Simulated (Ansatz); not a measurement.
# FGeH5OSi2: energies of removing a hydrogen from a Python script

Aim: energies of removing a hydrogen, for FGeH5OSi2, run from a script.

Program: Ansatz 0.2.0 through its Python package. Level of theory: B3LYP/6-31G*. These are calculated values, not measurements.

### Step 1. Starting point

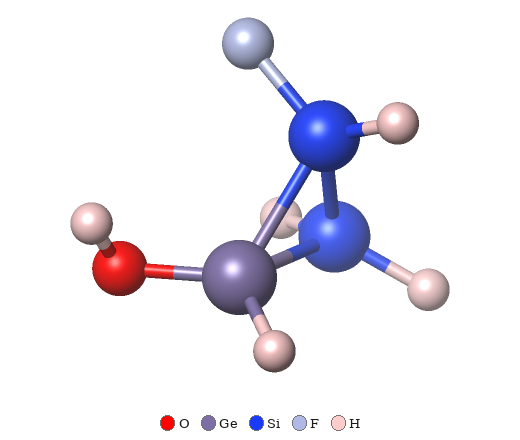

The starting structure, viewed from a chosen angle; oxygen red, germanium purple, silicon blue, fluorine light blue, hydrogen pink.

No structure file is read: the coordinates are typed or built in the script.

### Step 2. The code

bde.py reads:

```python
"""Cost of removing each kind of hydrogen from FGeH5OSi2, fragments frozen."""

import ansatz


def energy_of(molecule, charge=0, unpaired=0):
    calc = (
        molecule.calculation()
        .basis(gaussian="6-31G*")
        .functional("b3lyp")
    )
    if charge:
        calc = calc.charge(charge)
    if unpaired:
        calc = calc.spin("collinear", total=unpaired)
    return calc.run().report["free_energy_ev"]

GEOMETRY = """
O    -1.50070    0.43540    1.68650
Ge    0.12180    0.24680    1.08950
Si    0.27840   -1.46620   -0.48010
Si    0.39360    0.62990   -1.19770
F    -1.14000    1.08820   -1.90470
H    -1.73420    1.45700    1.52140
H     1.35130    0.62050    2.00460
H     1.66830   -2.10110   -0.45920
H    -0.94830   -2.17130   -0.64020
H     1.59290    1.20960   -1.61710
"""

def without(molecule, index):
    rest = ansatz.Crystal.molecule()
    for i, site in enumerate(molecule.cartesian_sites):
        if i != index:
            rest = rest.atom(site.symbol, site.position_ang)
    return rest

fgeh5osi2 = ansatz.Crystal.molecule()
for line in GEOMETRY.strip().splitlines():
    symbol, *xyz = line.split()
    fgeh5osi2 = fgeh5osi2.atom(symbol, [float(v) for v in xyz])

whole = energy_of(fgeh5osi2, 0)
hydrogen = energy_of(ansatz.Crystal.molecule().atom("H", (0, 0, 0)), 0, 1)
print(f"E(molecule) = {whole:.5f} eV, E(H) = {hydrogen:.5f} eV")
for index in [5, 6, 8]:
    radical = energy_of(without(fgeh5osi2, index), 0, 1)
    print(f"H{index}: homolysis {96.485332 * (radical + hydrogen - whole):.1f} kJ/mol")
    anion = energy_of(without(fgeh5osi2, index), -1)
    print(f"H{index}: loss of a proton {96.485332 * (anion - whole):.1f} kJ/mol")
```

### Step 3. The run

Launch:

```
$ python bde.py
```

What it wrote:

```text
E(molecule) = -77112.02310 eV, E(H) = -13.61312 eV
H5: homolysis 397.2 kJ/mol
H5: loss of a proton 1525.7 kJ/mol
H6: homolysis 308.1 kJ/mol
H6: loss of a proton 1490.9 kJ/mol
H8: homolysis 337.7 kJ/mol
H8: loss of a proton 1471.1 kJ/mol
```

It took 64 s on 1 thread of Arm Neoverse V1, shared host; peak memory 0.46 GiB.

### Step 4. What the script built

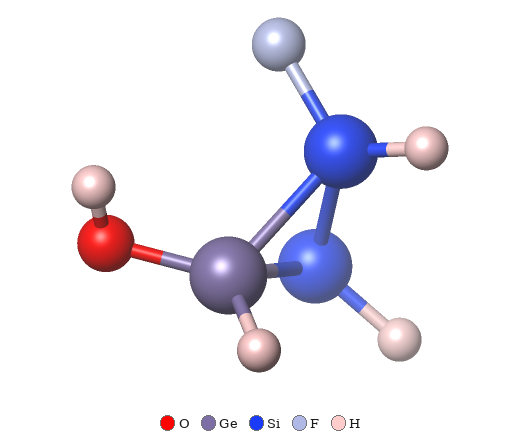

The system of run 8 as the script built it (9 atoms; oxygen red, germanium purple, silicon blue, fluorine light blue, hydrogen pink).

### Step 5. The runs side by side

The 8 runs, in the order started:

```tsv
run	system	unpaired or total moment	energy (eV)	<S²>	SCF cycles	CPU time (s)
1	FGeH5OSi2	not set	-77112.0231	0.00	18	5.9
2	H	1	-13.6131	0.75	8	0.05
3	FGeH4OSi2	1	-77094.2935	0.76	41	16
4	FGeH4OSi2, charge -1	not set	-77096.2106	0.00	21	5.8
5	FGeH4OSi2	1	-77095.2172	0.75	28	12
6	FGeH4OSi2, charge -1	not set	-77096.5715	0.00	19	6.2
7	FGeH4OSi2	1	-77094.9099	0.76	25	11
8	FGeH4OSi2, charge -1	not set	-77096.7763	0.00	19	5.8
```

Totals carry meaning only in balanced differences at one level of theory.

### Step 6. Summary of results

```
                                              quantity                              value
weakest bond to hydrogen among those tried (homolysis)  H6 (counted from 0), 308.1 kJ/mol
            easiest loss of a proton among those tried                  H8, 1471.1 kJ/mol
                                         runs compared                                  8
```

**Reading.** Atoms are numbered as in the script, from 0. The fragments aren't relaxed and zero-point energy is left out, so these aren't bond dissociation enthalpies. Losing a bare proton in the gas phase costs far more than homolysis, as charges must be parted. All 8 runs converged, in 8 to 41 cycles. The geometry is a force-field or estimated start, not a minimum of this method, and the basis set is short of its limit. All parts are taken at fixed geometry, without zero-point energy. b3lyp holds the VWN-RPA fit, as in Gaussian; the form of ORCA and Turbomole is b3lyp5. Anions want diffuse functions, which this basis lacks.
